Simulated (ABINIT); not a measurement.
**Quasiparticle gap of BP (F-43m) in ABINIT**

Wanted: ground state, empty states, screening and self-energy for BP (F-43m).

Method: PBE and many-body steps on it, plane waves, in ABINIT 10.8.3.

### Step 1. The starting structure

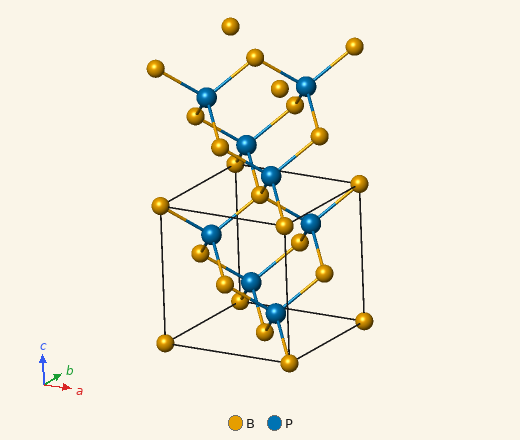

Start, viewed slightly off an axis; boron orange, phosphorus blue. 1×1×2 cells are drawn. This picture shows the conventional cell, with its axes. Bonds to atoms that aren't drawn are left out. Some periodic images of atoms are drawn too.

The cell and positions come from the Crystallography Open Database and are kept as given unless a step says otherwise.

### Step 2. Ground state

This step: ABINIT 10.8.3; DFT, PBE, plane waves, norm-conserving pseudopotentials.

The ground-state density comes first.

Contents of run.abi:

```
acell 3*1.0 Angstrom
rprim 
  0.000000000000 2.269000000000 2.269000000000
  2.269000000000 0.000000000000 2.269000000000
  2.269000000000 2.269000000000 0.000000000000
ntypat 2
znucl 5 15
natom 2
typat 1 2
xred 
  0.000000000000 0.000000000000 0.000000000000
  0.250000000000 0.250000000000 0.250000000000
pp_dirpath "pseudos"
pseudos "B.upf, P.upf"
ecut 34
ngkpt 8 8 8
nshiftk 1
shiftk 0 0 0
kptopt 1
chksymbreak 0
nband 9
occopt 1
tolvrs 1e-10
nstep 60
prtwf 0
optforces 0
optstress 0
indata_prefix "in"
outdata_prefix "out"
tmpdata_prefix "tmp"
```

Command:

```bash
> OMP_NUM_THREADS=1 mpirun -n 4 abinit run.abi > log
```

Numbers of over 12 decimals in the logs are rounded to 6 here.

The log of the run:

```text
.Version 10.8.3 of ABINIT. v10.8.2 released Aug 2026.

 Symmetries : space group F-4 3 m (#216); Bravais cF (face-center cubic)
================================================================================
 Values of the parameters that define the memory need of the present run
     intxc =       0    ionmov =       0      iscf =       7    lmnmax =       6
     lnmax =       6     mgfft =      32  mpssoang =       3    mqgrid =    3001
     natom =       2  nloc_mem =       1    nspden =       1   nspinor =       1
    nsppol =       1      nsym =      24    n1xccc =    2501    ntypat =       2
    occopt =       1   xclevel =       2
-    mband =           9        mffmem =           1         mkmem =           8
       mpw =        1506          nfft =       32768          nkpt =          29
================================================================================
  Rough estimation (10% accuracy) of disk space for files :
================================================================================

--------------------------------------------------------------------------------
------------- Echo of variables that govern the present computation ------------
--------------------------------------------------------------------------------
 -outvars: echo values of preprocessed input variables --------
            acell      1.8897261259E+00  1.8897261259E+00  1.8897261259E+00 Bohr

      chksymbreak           0
             ecut      3.40000000E+01 Hartree
-          fftalg         312

              ixc     -101130
              kpt      0.00000000E+00  0.00000000E+00  0.00000000E+00
                       1.25000000E-01  0.00000000E+00  0.00000000E+00
                       2.50000000E-01  0.00000000E+00  0.00000000E+00
                       3.75000000E-01  0.00000000E+00  0.00000000E+00
                       5.00000000E-01  0.00000000E+00  0.00000000E+00
                       1.25000000E-01  1.25000000E-01  0.00000000E+00
                       2.50000000E-01  1.25000000E-01  0.00000000E+00
                       3.75000000E-01  1.25000000E-01  0.00000000E+00
                       5.00000000E-01  1.25000000E-01  0.00000000E+00
   [... 18 further rows ...]
                      -3.75000000E-01  5.00000000E-01  1.25000000E-01
                      -2.50000000E-01  5.00000000E-01  2.50000000E-01
         kptrlatt        8    0    0      0    8    0      0    0    8
          kptrlen      4.85107901E+01
P           mkmem           8
            natom           2
            nband           9
            ngfft          32      32      32
             nkpt          29
            nstep          60
             nsym          24
           ntypat           2
              occ      2.000000  2.000000  2.000000  2.000000  0.000000  0.000000
[...]
optforces           0
        optstress           0
            prtwf           0
            rprim      0.0000000000E+00  2.2690000000E+00  2.2690000000E+00
[...]
spgroup         216

           tolvrs      1.00000000E-10

             xred      0.0000000000E+00  0.0000000000E+00  0.0000000000E+00
[...]
znucl        5.00000   15.00000

================================================================================

 chkinp: Checking input parameters for consistency.

================================================================================
== DATASET  1 ==================================================================
-   mpi_nproc: 4, omp_nthreads: 1 (-1 if OMP is not activated)

--- !DatasetInfo
iteration_state: {dtset: 1, }
dimensions: {natom: 2, nkpt: 29, mband: 9, nsppol: 1, nspinor: 1, nspden: 1, mpw: 1506, }
cutoff_energies: {ecut:  34.0, pawecutdg:  -1.0, }
electrons: {nelect:   8.00000000E+00, charge:   0.00000000E+00, occopt:   1.00000000E+00, tsmear:   1.00000000E-02, }

 Real(R)+Recip(G) space primitive vectors, cartesian coordinates (Bohr,Bohr^-1):
 R(1)=  0.0000000  4.2877886  4.2877886  G(1)= -0.1166102  0.1166102  0.1166102
 R(2)=  4.2877886  0.0000000  4.2877886  G(2)=  0.1166102 -0.1166102  0.1166102
 R(3)=  4.2877886  4.2877886  0.0000000  G(3)=  0.1166102  0.1166102 -0.1166102
 Unit cell volume ucvol=  1.5766311E+02 bohr^3
 Angles (23,13,12)=  6.00000000E+01  6.00000000E+01  6.00000000E+01 degrees

 getcut: wavevector=  0.0000  0.0000  0.0000  ngfft=  32  32  32
         ecut(hartree)=     34.000   => boxcut(ratio)=   2.01047

--- Pseudopotential description ------------------------------------------------
- B Generated using ONCVPSP code by D. R. Hamann
-  5.00000   3.00000  171031                  znucl, zion, pspdat
12 -101130 1 -1 1534                          pspcod,pspxc,lmax,lloc,mmax
     nproj     2     2     0
  pspatm : epsatm=    3.38844616
         --- l  ekb(1:nproj) -->
[...]
pspatm: atomic psp has been read  and splines computed

- P Generated using ONCVPSP code by D. R. Hamann
- 15.00000   5.00000  171031                  znucl, zion, pspdat
12 -101130 2 -1 1298                          pspcod,pspxc,lmax,lloc,mmax
     nproj     2     2     2
  pspatm : epsatm=    8.05910421
         --- l  ekb(1:nproj) -->
[...]
2   -3.154982   -0.827415
 pspatm: atomic psp has been read  and splines computed

   9.15804030E+01                                ecore*ucvol(ha*bohr**3)
--------------------------------------------------------------------------------

_setup2: Arith. and geom. avg. npw (full set) are    1493.475    1493.449

================================================================================

--- !BeginCycle
iteration_state: {dtset: 1, }
solver: {iscf: 7, nstep: 60, nline: 4, wfoptalg: 0, }
tolerances: {tolvrs: 1.00E-10, }

     iter   Etot(hartree)      deltaE(h)  residm     vres2
 ETOT  1  -9.869870    -9.870E+00 5.216E-02 9.030E+01
 ETOT  2  -9.892252    -2.238E-02 4.815E-03 1.817E+01
 ETOT  3  -9.896686    -4.435E-03 5.351E-03 1.261E-01
 ETOT  4  -9.896710    -2.323E-05 7.433E-03 2.373E-03
 ETOT  5  -9.896710    -1.775E-07 5.378E-03 4.971E-05
 ETOT  6  -9.896710    -3.536E-09 2.331E-03 6.175E-07
 ETOT  7  -9.896710    -5.026E-11 7.999E-04 1.692E-08
 ETOT  8  -9.896710    -9.450E-13 1.683E-04 3.445E-10
 ETOT  9  -9.896710     2.363E-13 6.151E-05 1.548E-12

 At SCF step    9       vres2   =  1.55E-12 < tolvrs=  1.00E-10 =>converged.

--- !ResultsGS
iteration_state: {dtset: 1, }
comment   : Summary of ground state results
lattice_vectors:
- [  0.0000000,   4.2877886,   4.2877886, ]
- [  4.2877886,   0.0000000,   4.2877886, ]
- [  4.2877886,   4.2877886,   0.0000000, ]
lattice_lengths: [   6.06385,    6.06385,    6.06385, ]
lattice_angles: [ 60.000,  60.000,  60.000, ] # degrees, (23, 13, 12)
lattice_volume:   1.5766311E+02
convergence: {deltae:  2.363E-13, res2:  1.548E-12, residm:  6.151E-05, diffor:  0.000E+00, }
etotal    :  -9.89670974E+00
entropy   :   0.00000000E+00
fermie    :   2.67006735E-01
cartesian_stress_tensor: null
pressure_GPa: null
xred      :
- [  0.0000E+00,   0.0000E+00,   0.0000E+00,  B]
- [  2.5000E-01,   2.5000E-01,   2.5000E-01,  P]
cartesian_forces: null
force_length_stats: {min: null, max: null, mean: null, }

 Integrated electronic density in atomic spheres:
 ------------------------------------------------
 Atom  Sphere_radius  Integrated_density
    1        2.00000          2.70990900
    2        2.00000          2.92263652
================================================================================

 ----iterations are completed or convergence reached----

 Mean square residual over all n,k,spin=   47.057E-08; max=  61.505E-06
 reduced coordinates (array xred) for    2 atoms
       0.000000000000      0.000000000000      0.000000000000
       0.250000000000      0.250000000000      0.250000000000
 rms dE/dt=  0.0000E+00; max dE/dt=  0.0000E+00; dE/dt below (all hartree)
    1       0.000000000000      0.000000000000      0.000000000000
    2       0.000000000000      0.000000000000      0.000000000000

 cartesian coordinates (angstrom) at end:
    1      0.000000     0.000000     0.000000
    2      1.134500     1.134500     1.134500
 length scales=  1.889726125908  1.889726125908  1.889726125908 bohr
              =  1.000000000000  1.000000000000  1.000000000000 angstroms
 prteigrs : about to open file out_EIG
 Fermi (or HOMO) energy (hartree) =   0.26701   Average Vxc (hartree)=  -0.39956
 Eigenvalues (hartree) for nkpt=  29  k points:
 kpt#   1, nband=  9, wtk=  0.00195, kpt=  0.0000  0.0000  0.0000 (reduced coord)
  -0.30111    0.26701    0.26701    0.26701    0.39220    0.39220    0.39220    0.53740
   0.69048
 prteigrs : prtvol=0 or 1, do not print more k-points.

--- !EnergyTerms
iteration_state     : {dtset: 1, }
comment             : Components of total free energy in Hartree
kinetic             :  4.64395738634320E+00
hartree             :  6.30836753486012E-01
xc                  : -3.32226206940715E+00
Ewald energy        : -1.04916197636976E+01
psp_core            :  5.80861330051174E-01
local_psp           : -2.96903600272399E+00
non_local_psp       :  1.03055262904093E+00
total_energy        : -9.89670973690742E+00
total_energy_eV     : -2.69303191215349E+02
band_energy         :  2.27567509801290E-01

== END DATASET(S) ==============================================================
================================================================================

 -outvars: echo values of variables after computation  --------
           etotal     -9.8967097369E+00
            nband           9
             nkpt          29
          spgroup         216
 [... the other variables as echoed above ...]

 Calculation completed.
```

Elapsed: 4.1 s, on 4 MPI ranks of Arm Neoverse V1, shared host; peak memory 0.25 GiB; 16 s of CPU time.

This step gave:

```
total energy               : -269.3032 eV
gap                        : 1.280 eV
k of the valence top       : 0, 0, 0
k of the conduction bottom : 0.375, 0.375, 0
least direct gap           : 3.407 eV
```

The gap is indirect, with the least direct gap 2.13 eV higher.

### Step 3. Bands along the symmetry lines

The cheap functional maps the bands first; the places of the edges decide which points the dearer methods must see.

Contents of run.abi:

```
acell 3*1.0 Angstrom
rprim 
  0.000000000000 2.269000000000 2.269000000000
  2.269000000000 0.000000000000 2.269000000000
  2.269000000000 2.269000000000 0.000000000000
ntypat 2
znucl 5 15
natom 2
typat 1 2
xred 
  0.000000000000 0.000000000000 0.000000000000
  0.250000000000 0.250000000000 0.250000000000
pp_dirpath "pseudos"
pseudos "B.upf, P.upf"
ecut 34
iscf -2
irdden 1
kptopt 0
nkpt 50
kpt 
  0.00000000 0.00000000 0.00000000
  -0.06250000 -0.06250000 0.00000000
  -0.12500000 -0.12500000 0.00000000
  -0.18750000 -0.18750000 0.00000000
  -0.25000000 -0.25000000 0.00000000
  -0.31250000 -0.31250000 0.00000000
  -0.37500000 -0.37500000 0.00000000
  -0.43750000 -0.43750000 0.00000000
  -0.50000000 -0.50000000 0.00000000
  -0.48437500 -0.48437500 0.03125000
  -0.46875000 -0.46875000 0.06250000
  -0.45312500 -0.45312500 0.09375000
  -0.43750000 -0.43750000 0.12500000
  -0.42187500 -0.42187500 0.15625000
  -0.40625000 -0.40625000 0.18750000
  -0.39062500 -0.39062500 0.21875000
  -0.37500000 -0.37500000 0.25000000
  -0.37500000 0.00000000 0.37500000
  -0.32812500 0.00000000 0.32812500
  -0.28125000 0.00000000 0.28125000
  -0.23437500 0.00000000 0.23437500
  -0.18750000 0.00000000 0.18750000
  -0.14062500 0.00000000 0.14062500
  -0.09375000 0.00000000 0.09375000
  -0.04687500 0.00000000 0.04687500
  0.00000000 0.00000000 0.00000000
  0.00000000 0.00000000 0.06250000
  0.00000000 0.00000000 0.12500000
  0.00000000 0.00000000 0.18750000
  0.00000000 0.00000000 0.25000000
  0.00000000 0.00000000 0.31250000
  0.00000000 0.00000000 0.37500000
  0.00000000 0.00000000 0.43750000
  0.00000000 0.00000000 0.50000000
  -0.06250000 -0.03125000 0.46875000
  -0.12500000 -0.06250000 0.43750000
  -0.18750000 -0.09375000 0.40625000
  -0.25000000 -0.12500000 0.37500000
  -0.31250000 -0.15625000 0.34375000
  -0.37500000 -0.18750000 0.31250000
  -0.43750000 -0.21875000 0.28125000
  -0.50000000 -0.25000000 0.25000000
  -0.50000000 -0.28125000 0.21875000
  -0.50000000 -0.31250000 0.18750000
  -0.50000000 -0.34375000 0.15625000
  -0.50000000 -0.37500000 0.12500000
  -0.50000000 -0.40625000 0.09375000
  -0.50000000 -0.43750000 0.06250000
  -0.50000000 -0.46875000 0.03125000
  -0.50000000 -0.50000000 0.00000000
istwfk *1
nband 11
nbdbuf 2
tolwfr 1e-08
nstep 40
prtwf 0
prtvol 0
indata_prefix "in"
outdata_prefix "out"
tmpdata_prefix "tmp"
```

The log of the run:

```text
.Version 10.8.3 of ABINIT. v10.8.2 released Aug 2026.

 Symmetries : space group F-4 3 m (#216); Bravais cF (face-center cubic)
[... echo of the input left out ...]
== DATASET  1 ==================================================================
-   mpi_nproc: 4, omp_nthreads: 1 (-1 if OMP is not activated)

--- !DatasetInfo
iteration_state: {dtset: 1, }
dimensions: {natom: 2, nkpt: 50, mband: 11, nsppol: 1, nspinor: 1, nspden: 1, mpw: 1524, }
cutoff_energies: {ecut:  34.0, pawecutdg:  -1.0, }
electrons: {nelect:   8.00000000E+00, charge:   0.00000000E+00, occopt:   1.00000000E+00, tsmear:   1.00000000E-02, }

 Real(R)+Recip(G) space primitive vectors, cartesian coordinates (Bohr,Bohr^-1):
 R(1)=  0.0000000  4.2877886  4.2877886  G(1)= -0.1166102  0.1166102  0.1166102
 R(2)=  4.2877886  0.0000000  4.2877886  G(2)=  0.1166102 -0.1166102  0.1166102
 R(3)=  4.2877886  4.2877886  0.0000000  G(3)=  0.1166102  0.1166102 -0.1166102
 Unit cell volume ucvol=  1.5766311E+02 bohr^3
 Angles (23,13,12)=  6.00000000E+01  6.00000000E+01  6.00000000E+01 degrees

 getcut: wavevector=  0.0000  0.0000  0.0000  ngfft=  32  32  32
         ecut(hartree)=     34.000   => boxcut(ratio)=   2.01047

--- Pseudopotential description ------------------------------------------------
- B Generated using ONCVPSP code by D. R. Hamann
-  5.00000   3.00000  171031                  znucl, zion, pspdat
12 -101130 1 -1 1534                          pspcod,pspxc,lmax,lloc,mmax
     nproj     2     2     0
  pspatm : epsatm=    3.38844616
         --- l  ekb(1:nproj) -->
             0    8.382104    1.234201
             1   -3.719492   -0.867526
 pspatm: atomic psp has been read  and splines computed

- P Generated using ONCVPSP code by D. R. Hamann
- 15.00000   5.00000  171031                  znucl, zion, pspdat
12 -101130 2 -1 1298                          pspcod,pspxc,lmax,lloc,mmax
     nproj     2     2     2
  pspatm : epsatm=    8.05910421
         --- l  ekb(1:nproj) -->
             0    6.598722    1.052341
[...]
pspatm: atomic psp has been read  and splines computed

--------------------------------------------------------------------------------

================================================================================
 prteigrs : about to open file out_EIG
 Non-SCF case, kpt    1 (  0.00000  0.00000  0.00000), residuals and eigenvalues=
  2.07E-09  2.03E-09  2.54E-09  7.57E-09  9.91E-10  7.95E-09  8.75E-09  2.09E-09
[...]
-3.0111E-01  2.6701E-01  2.6701E-01  2.6701E-01  3.9220E-01  3.9220E-01
  3.9220E-01  5.3740E-01  6.9047E-01  7.0970E-01  7.0970E-01
 Non-SCF case, kpt    2 ( -0.06250 -0.06250  0.00000), residuals and eigenvalues=
  4.40E-09  2.39E-09  4.87E-09  9.99E-09  1.46E-09  4.38E-09  3.97E-09  3.31E-09
[...]
-2.9765E-01  2.5282E-01  2.5282E-01  2.5505E-01  3.8534E-01  4.1020E-01
[...]
3.54E-09  2.57E-09  3.37E-09  7.93E-09  3.89E-09  3.70E-09  8.59E-09  5.77E-09
[...]
-2.8732E-01  2.2366E-01  2.2386E-01  2.2386E-01  3.6930E-01  4.5040E-01
  4.5040E-01  5.4631E-01  6.4728E-01  7.2434E-01  7.3398E-01
[...]
Non-SCF case, kpt   49 ( -0.50000 -0.46875  0.03125), residuals and eigenvalues=
[...]
-1.2244E-01 -4.7675E-02  1.1332E-01  1.1345E-01  3.2073E-01  3.3283E-01
  7.0552E-01  7.0931E-01  8.1682E-01  8.6372E-01  9.1210E-01
 Non-SCF case, kpt   50 ( -0.50000 -0.50000  0.00000), residuals and eigenvalues=
[...]
-1.2278E-01 -4.8232E-02  1.1583E-01  1.1583E-01  3.1652E-01  3.2827E-01
  7.1044E-01  7.1044E-01  8.2597E-01  8.7270E-01  9.2368E-01

--- !ResultsGS
iteration_state: {dtset: 1, }
comment   : Summary of ground state results
lattice_vectors:
- [  0.0000000,   4.2877886,   4.2877886, ]
- [  4.2877886,   0.0000000,   4.2877886, ]
- [  4.2877886,   4.2877886,   0.0000000, ]
lattice_lengths: [   6.06385,    6.06385,    6.06385, ]
lattice_angles: [ 60.000,  60.000,  60.000, ] # degrees, (23, 13, 12)
lattice_volume:   1.5766311E+02
convergence: {deltae:  0.000E+00, res2:  0.000E+00, residm:  9.993E-09, diffor:  0.000E+00, }
etotal    :  -9.89670974E+00
entropy   :   0.00000000E+00
fermie    :   2.67006735E-01
cartesian_stress_tensor: null
pressure_GPa: null
xred      :
- [  0.0000E+00,   0.0000E+00,   0.0000E+00,  B]
- [  2.5000E-01,   2.5000E-01,   2.5000E-01,  P]
cartesian_forces: null
force_length_stats: {min: null, max: null, mean: null, }

 Integrated electronic density in atomic spheres:
 ------------------------------------------------
 Atom  Sphere_radius  Integrated_density
[...]
================================================================================

 ----iterations are completed or convergence reached----

 Mean square residual over all n,k,spin=   47.323E-10; max=  99.929E-10
 reduced coordinates (array xred) for    2 atoms
[...]
cartesian coordinates (angstrom) at end:
    1      0.000000     0.000000     0.000000
    2      1.134500     1.134500     1.134500
 length scales=  1.889726125908  1.889726125908  1.889726125908 bohr
              =  1.000000000000  1.000000000000  1.000000000000 angstroms
 prteigrs : about to open file out_EIG
 Eigenvalues (hartree) for nkpt=  50  k points:
 kpt#   1, nband= 11, wtk=  1.00000, kpt=  0.0000  0.0000  0.0000 (reduced coord)
[...]
kpt#   2, nband= 11, wtk=  1.00000, kpt= -0.0625 -0.0625  0.0000 (reduced coord)
[...]
kpt#   3, nband= 11, wtk=  1.00000, kpt= -0.1250 -0.1250  0.0000 (reduced coord)
[...]
kpt#  49, nband= 11, wtk=  1.00000, kpt= -0.5000 -0.4687  0.0313 (reduced coord)
  -0.12244   -0.04767    0.11332    0.11345    0.32073    0.33283    0.70552    0.70931
   0.81682    0.86372    0.91210
 kpt#  50, nband= 11, wtk=  1.00000, kpt= -0.5000 -0.5000  0.0000 (reduced coord)
  -0.12278   -0.04823    0.11583    0.11583    0.31652    0.32827    0.71044    0.71044
   0.82597    0.87270    0.92368

== END DATASET(S) ==============================================================
================================================================================

 -outvars: echo values of variables after computation  --------
            nband          11
             nkpt          50
          spgroup         216
 [... the other variables as echoed above ...]

 Calculation completed.
```

Wall time 3.9 s (4 MPI ranks); peak memory 0.24 GiB.

Numbers from this step:

```
gap                        : 1.260 eV
k of the valence top       : 0, 0, 0
k of the conduction bottom : -0.4375, -0.4375, 0
least direct gap           : 3.407 eV
```

The gap is 1.260 eV, −0.020 eV from the run before at this level.

The electronic bands at the labelled points (eV, zero at the top of the highest filled band; v1 is the highest filled band, c1 the lowest empty one):

```
    point      v4     v3     v2     v1    c1    c2     c3     c4
        Γ  -15.46   0.00   0.00   0.00  3.41  3.41   3.41   7.36
        X  -10.61  -8.58  -4.11  -4.11  1.35  1.67  12.07  12.07
        U  -10.61  -8.16  -6.22  -3.50  2.16  6.00   9.71  10.59
jump to K  -10.61  -8.16  -6.22  -3.50  2.16  6.00   9.71  10.59
        Γ  -15.46   0.00   0.00   0.00  3.41  3.41   3.41   7.36
        L  -12.14  -9.03  -1.76  -1.76  3.78  4.72   4.72  10.13
        W  -10.33  -8.05  -5.67  -5.47  5.33  6.77   7.23   7.45
        X  -10.61  -8.58  -4.11  -4.11  1.35  1.67  12.07  12.07
```

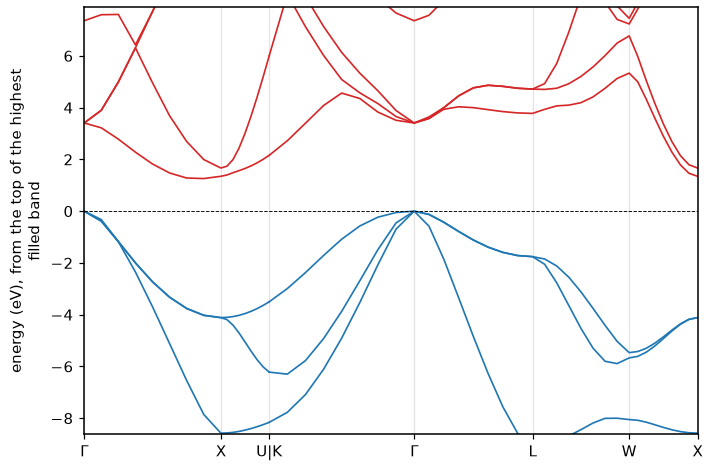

Electronic bands along the path; lines of filled and empty bands in two colours.

[end of part 1 of 2]

[Paths, hosts, dates, memory and timing lines, banners, echoed tables and standing remarks are left out of the program output.]

[Logs are printed without paths, hosts, clocks, repeated set-up lines and the standing remarks that a program may print on its own settings, such as how far it seeks lower states.]

[Runs of the session that timed out or met a known fault of the program may be left out.]

[Hosts, paths, dates, database ids (printed as entryN), source tags and the programs' standing remarks are cut or masked in the printed files.]

[G0W0 gaps are taken among the corrected bands and points alone; a level outside them can change the order at an edge.]

[Where Ansatz stands beside ABINIT at settings called matched, ABINIT's density can come from a denser mesh and the files from another edition; pairs whose starting gaps differed by over 0.03 eV were left out, so agreement reads better than it is.]
